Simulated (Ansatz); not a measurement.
Al₂Cu (Al2Cu type, space group I4/mcm)

```yaml
crystal:
  lattice:
    - [-3.00102, 3.00102, 2.40723]
    - [3.00102, -3.00102, 2.40723]
    - [3.00102, 3.00102, -2.40723]
  atoms:
    - { symbol: Al, position: [0.65893, 0.15893, 0.81786] }
    - { symbol: Al, position: [0.84107, 0.65893, 0.50000] }
    - { symbol: Al, position: [0.15893, 0.34107, 0.50000] }
    - { symbol: Al, position: [0.34107, 0.84107, 0.18214] }
    - { symbol: Cu, position: [0.25000, 0.25000, 0.00000] }
    - { symbol: Cu, position: [0.75000, 0.75000, 0.00000] }
```

Scan: atom 1 (Al, nearest neighbour Cu at 2.559 Å; its periodic images, 4.8 Å or more away, move with it) is displaced towards the nearest neighbour, direction (0.800, -0.373, -0.470) in Cartesian axes, by s. The other atoms stay.

Computed with PBEsol (plane waves to 420 eV, PAW, scalar-relativistic; Ansatz, a first-principles code). k mesh 10×10×10 (Γ-centred), Fermi-Dirac smearing 0.05 eV. E stands for the smeared free energy. Compression counts positive. With partly filled bands, energies and forces of such displacements shift with the k mesh and the smearing. Al2Cu is run without spin polarisation. Al2Cu was relaxed with its symmetry unable to fall. The PAW data are Ansatz's earlier set. ΔE is measured from the undisplaced structure.

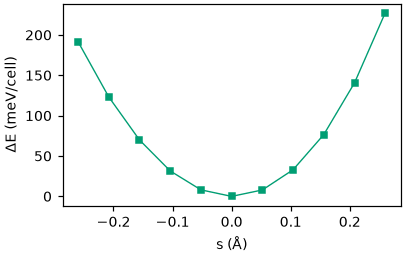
Fig. 1. ΔE (meV/cell) against s (Å); one marker a computed point.

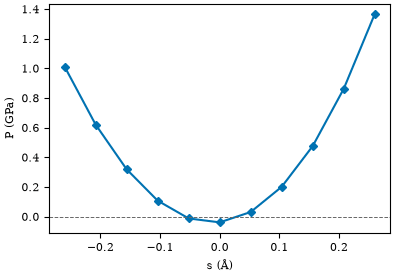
Figure. P (GPa) against s (Å); computed points joined by lines.

The force constant k = d²E/ds² at s = 0 (finite differences) is 5.92 eV/Å². The force along the line at s = -0.260 Å is 1.47 eV/Å and the energy at s = 0.260 Å is 228 meV/cell. Symmetry of the curve: not even: the positive side lies higher at ±0.260 Å. Shape of the curve: a single well with its minimum at or next to zero displacement.

The forces along the line at the two nearest points give (0.305 − (-0.313)) / (2·0.052) = 5.94 eV/Å²; the next pair corrects for the finite step.

(A displaced cell: forces are minus the slopes of the energy, force constants its curvatures, and phonons follow from these.)
